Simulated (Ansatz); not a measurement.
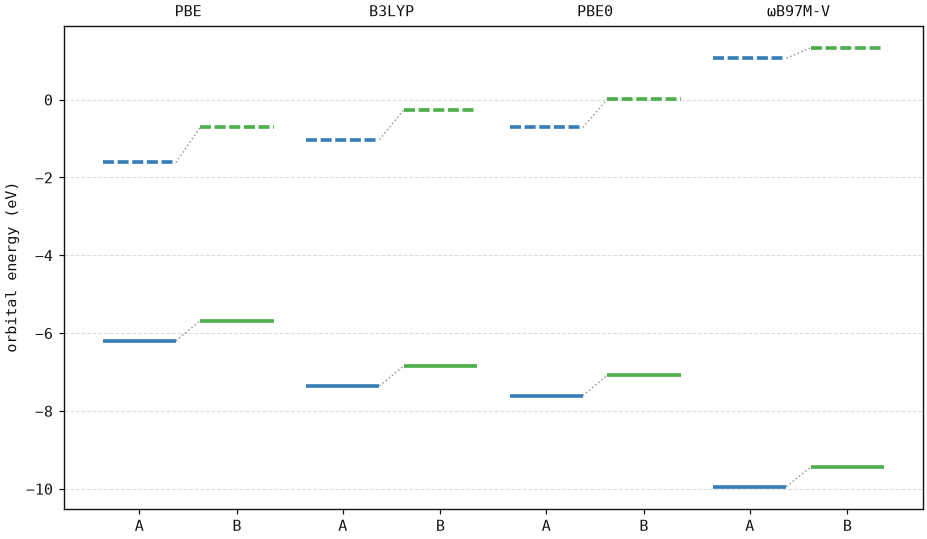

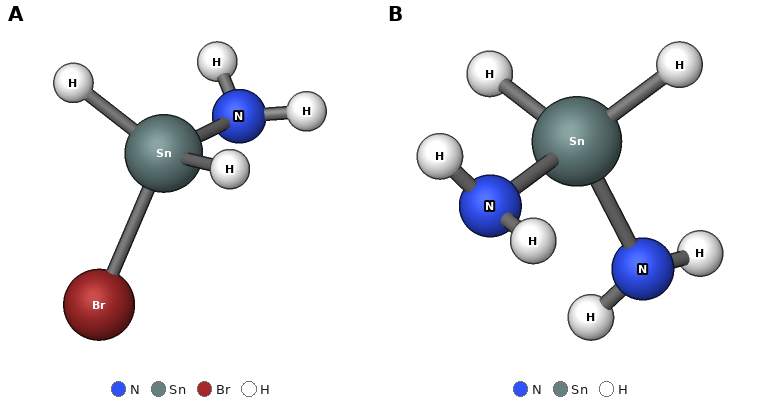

One change: A, SnNH₄Br (SMILES [NH2][SnH2][Br]), becomes B, SnN₂H₆ (SMILES [NH2][SnH2][NH2]). Br on Sn is replaced by NH₂. HOMO (solid) and LUMO (dashed) computed in def2-TZVPP at PBE0-D4/def2-TZVP geometries, both minima by their frequencies, gas phase, the Ansatz code 0.2.0. Empty levels above zero depend strongly on the basis.

**What does the change do to HOMO and LUMO?**

PBE: the HOMO rises by 0.52 eV, the LUMO rises by 0.91 eV, and the separation goes from 4.58 to 4.97 eV. B3LYP: the HOMO rises by 0.51 eV, the LUMO rises by 0.76 eV, and the separation goes from 6.33 to 6.58 eV. PBE0: the HOMO rises by 0.52 eV, the LUMO rises by 0.72 eV, and the separation goes from 6.89 to 7.09 eV. ωB97M-V: the HOMO rises by 0.50 eV, the LUMO rises by 0.27 eV, and the separation goes from 11.01 to 10.77 eV.

**Do the functionals agree on the effect?**

They agree on the direction for both levels; the HOMO shift lies between 0.50 and 0.52 eV and the LUMO shift between 0.27 and 0.91 eV, while the separations themselves differ by up to 6.4 eV between functionals.

Known limits of this run: core potentials past krypton; spin-orbit coupling is left out, and with Sn it can shift these values.
